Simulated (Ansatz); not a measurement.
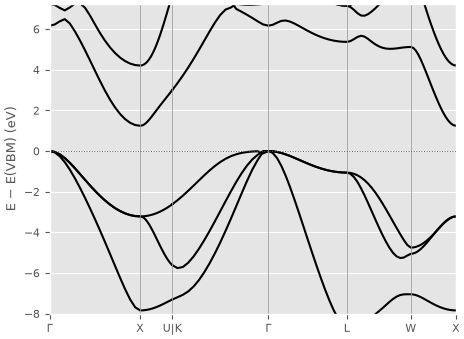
*Band structure from DFT-PBEsol in the program Ansatz with PAW potentials*

Read off the gap and where the band edges lie.

About 1.2 eV (1.24 eV by a search for the band edges); maximum at Γ, minimum at X.

Pick the material that matches.
A) C, Fd-3m (C on 32e)
B) SiC, zinc blende
C) InP, zinc blende
D) CdTe, zinc blende

B, SiC, zinc blende

Space group F-43m (zinc blende). Symmetry was held in the PBEsol relaxation.

Potentials: the earlier of the program's two PAW sets. The files were generated under PBE; for other functionals the program regenerates the frozen cores, and for LDA and PBEsol the local potential too.
